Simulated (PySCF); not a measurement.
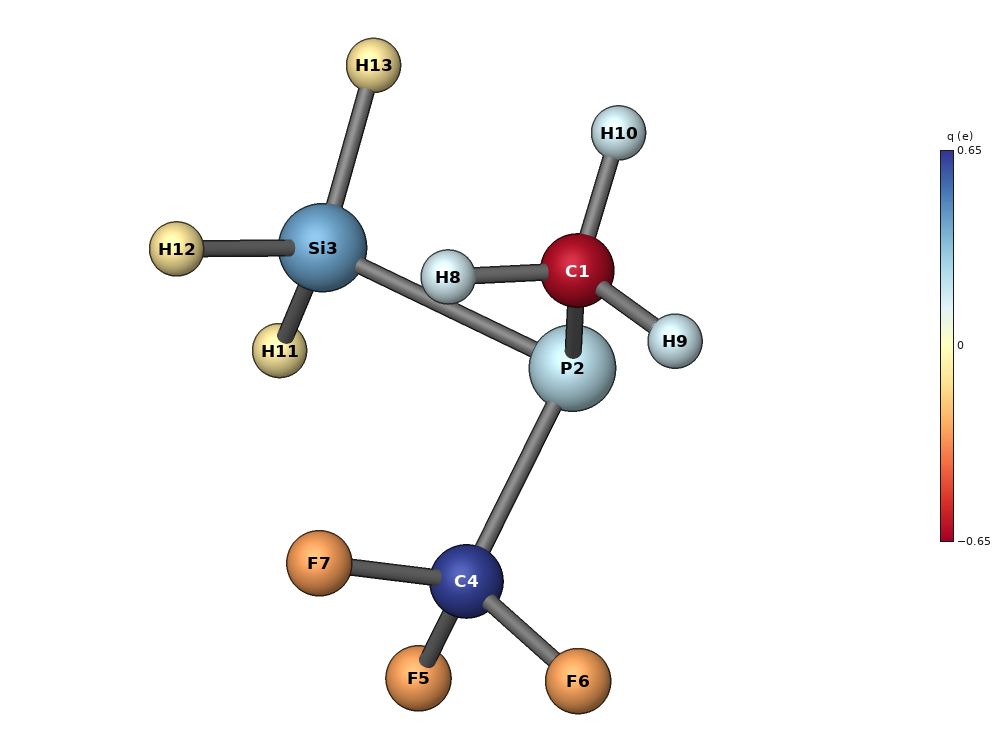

Atoms are coloured by their IAO charges. The computed structure is the end point of a GFN2-xTB optimisation. No frequency run is at hand to confirm it as a minimum. Properties computed with PBE0/pcSseg-1, gas phase (PySCF 2.14.0).

### Which atom carries the highest charge (most positive or least negative)?

C4 (0.62 e).

### And the lowest?

C1 (−0.61 e).

List the IAO charges.

```csv
atom,value (e)
C1,−0.61
P2,0.22
Si3,0.41
C4,0.62
F5,−0.28
F6,−0.28
F7,−0.29
H8,0.16
H9,0.17
H10,0.16
H11,−0.09
H12,−0.10
H13,−0.10
```

The geometry is semi-empirical. Around P, Si such bond lengths and angles can be off by a tenth of an ångström or more and by several degrees, and values that hang on the shape move with them.
